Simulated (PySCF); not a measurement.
# C₅H₁₀O₂Si: what the fields show

The calculation's input:

```
{"job": {"kind": "uv", "xc": "B3LYP", "basis": "def2-SVPD", "nstates": 8, "ntriplets": 3}, "charge": 0, "multiplicity": 1}
C     -2.689286     0.011227    -0.305628
C     -1.417456     0.276713    -0.076449
C     -0.293623    -0.656816    -0.407885
C      0.669531    -0.013362    -1.416434
O      1.335157     1.110393    -0.916502
Si     1.860935     1.197325     0.625313
O      1.129447     0.014951     1.478574
C      0.475310    -1.055461     0.860473
H     -3.003164    -0.916737    -0.756718
H     -3.471342     0.706905    -0.054190
H     -1.120350     1.212115     0.376540
H     -0.694242    -1.569823    -0.859818
H      0.112239     0.314940    -2.301035
H      1.409884    -0.762013    -1.730093
H      3.304658     0.975240     0.647117
H      1.391464     2.461219     1.163913
H     -0.219636    -1.471659     1.598348
H      1.211715    -1.828840     0.602834
```

Launched as:

```sh
OMP_NUM_THREADS=1 python probes_run.py task.json out
```

Geometry: GFN2-xTB.

Theory: PySCF 2.14.0, B3LYP/def2-SVPD, SCF density, gas phase.

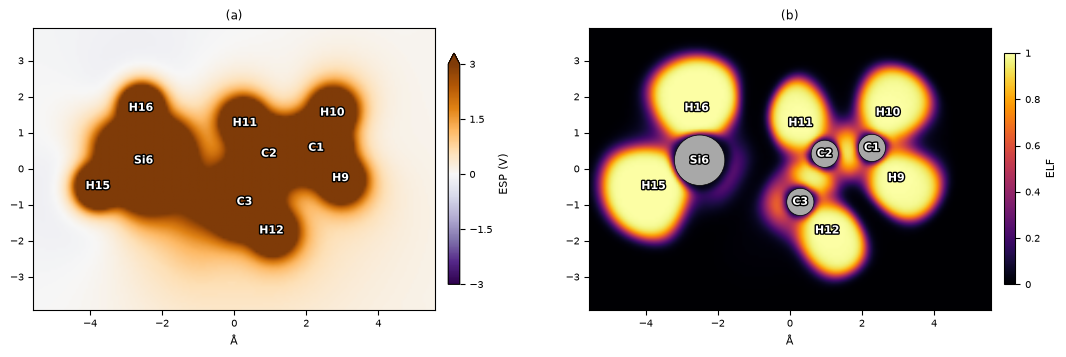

Figure 1. (a) molecular electrostatic potential; (b) ELF on the plane of atoms H9, C1 and H10. Grey discs cover the atomic cores in the ELF map.

**Read the bonding off the picture.**

The plane passes through C, Si and H nuclei.
C–C (1.32 Å): the ELF peaks at about 0.95 between the atoms; a short, multiple covalent bond.
C–H (1.08 Å): the ELF climbs to about 1 towards the hydrogen, as it does in any bond to H (an ordinary covalent bond to hydrogen).
C–C (1.50 Å): the ELF peaks at about 0.95 between the atoms; localised, covalent bonding.
Si–H (1.45 Å): the ELF climbs to about 1 towards the hydrogen.
The potential has no marked negative region in this plane.

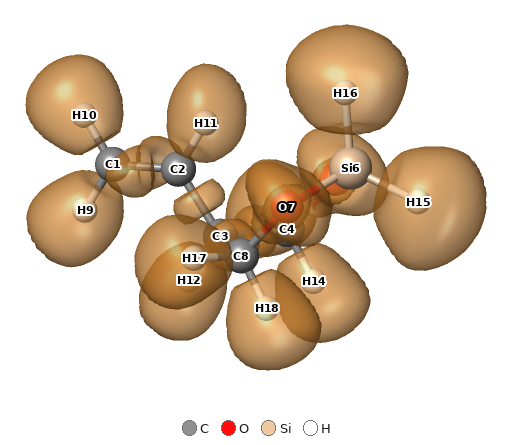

Figure 2. Isosurface of the electron localisation function at 0.75 (orange), seen at a tilt. Core shells and regions of very low density are left out.

**Describe the localisation domains.**

The ELF exceeds this value in four regions between bonded C–C atoms (shared pairs), ten regions around hydrogen nuclei and two regions on O in which the atom's valence shell and bonds are merged. Profiles from the grid: C–O (1.40 Å): the ELF peaks at about 0.90 between the atoms; a polar covalent bond.

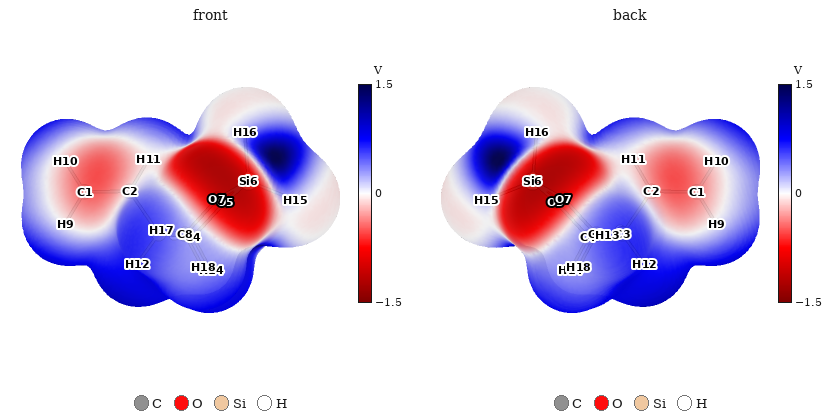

Figure 3. The electrostatic potential painted on the density surface at 0.002 e/bohr³, seen from the front and from behind; the colour scale runs from red (negative) to blue (positive).

**Where is the surface potential most negative and most positive?**

The most negative region (about −1.2 V) lies over O5 and O7, the most positive (about +1.4 V) over Si6.

**What dipole moment does the calculation give?**

Its dipole moment is 1.72 D.
